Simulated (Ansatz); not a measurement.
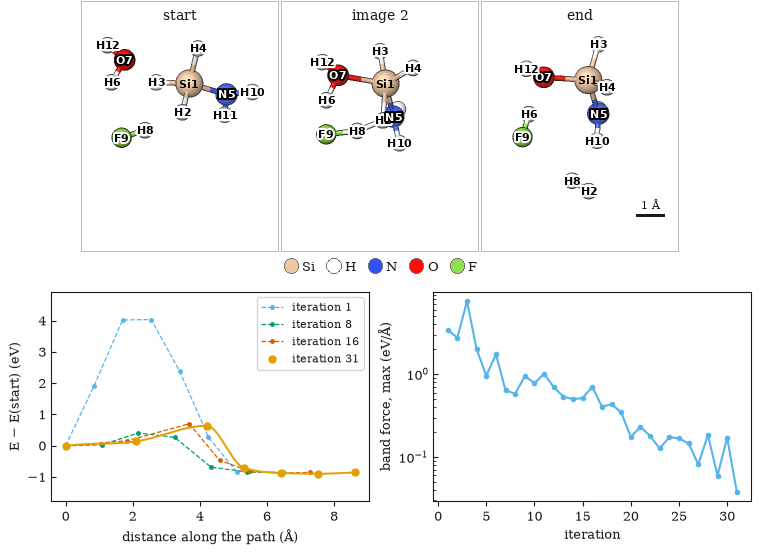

A nudged-elastic-band calculation for SiNH8OF. Images are numbered from 0 (start) to 6 (end). The plot follows the band through its iterations. The picture is a ball-and-stick view, seen at a tilt.

All numbers below come from RKS PBE0-D4/def2-SVP (Ansatz 0.2.0).

Input file:
```yaml
crystal:
  periodic: [false, false, false]
  atoms:
    - {symbol: Si, position_ang: [-0.752624, -0.102436, 0.416673]}
    - {symbol: H, position_ang: [0.523417, 0.644064, 0.725261]}
    - {symbol: H, position_ang: [-1.003371, 0.020520, -1.036846]}
    - {symbol: H, position_ang: [-0.578186, -1.486415, 0.901074]}
    - {symbol: N, position_ang: [-2.112593, 0.566757, 1.223709]}
    - {symbol: H, position_ang: [2.067907, -0.691386, -1.320187]}
    - {symbol: O, position_ang: [1.482721, -1.406748, -1.045705]}
    - {symbol: H, position_ang: [1.617288, 1.122953, -0.267049]}
    - {symbol: F, position_ang: [2.309236, 1.284452, -0.878756]}
    - {symbol: H, position_ang: [-2.234771, 0.434370, 2.214399]}
    - {symbol: H, position_ang: [-2.509838, 1.442038, 0.923957]}
    - {symbol: H, position_ang: [1.190713, -1.828169, -1.856630]}
basis:
  gaussian: {orbitals: def2-SVP}
hamiltonian: {xc: pbe0, dispersion: d4}
neb:
  images: 5
  climbing: true
  max_iterations: 40
  initial_path: idpp
  final_atoms:
    - {symbol: Si, position_ang: [-0.810720, -0.989322, -0.208461]}
    - {symbol: H, position_ang: [1.338792, 1.523219, 2.194385]}
    - {symbol: H, position_ang: [-1.984646, -1.710282, -0.756988]}
    - {symbol: H, position_ang: [0.003511, -1.776926, 0.736376]}
    - {symbol: N, position_ang: [-1.404139, 0.409294, 0.544012]}
    - {symbol: H, position_ang: [1.681210, -0.018710, -1.012788]}
    - {symbol: O, position_ang: [0.270778, -0.741658, -1.466065]}
    - {symbol: H, position_ang: [1.647918, 1.346658, 1.535512]}
    - {symbol: F, position_ang: [2.415544, 0.455971, -0.653060]}
    - {symbol: H, position_ang: [-0.816380, 1.012288, 1.096171]}
    - {symbol: H, position_ang: [-2.261772, 0.854440, 0.266825]}
    - {symbol: H, position_ang: [-0.080196, -0.364971, -2.276018]}
```

Run as
```bash
ansatz run in.yaml --threads 4 --pin off --events-out ev --progress --plain --max-ram 9574MiB
```

**How did the profile develop, and is the result final?**

The run is converged, with reservations. The band converged in 31 iterations. The largest component of the band force went from 3.4 to 0.038 eV/Å. The climbing image converged on the top of the path. Its curvatures weren't checked. The largest force component is 0.31 eV/Å at the start and 0.53 eV/Å at the end; an end with forces this large is no minimum, and the barrier measured from it can be far off. The first iteration put the highest image at 4.04 eV. The energy climbs by 0.64 eV to image 2 and then falls by 1.49 eV, so the end point sits at −0.85 eV. Image 5 lies below both ends, at −0.89 eV, so an end isn't at the bottom of its valley.

The run took 3.9 min on 4 threads of Arm Neoverse V1 (shared host).
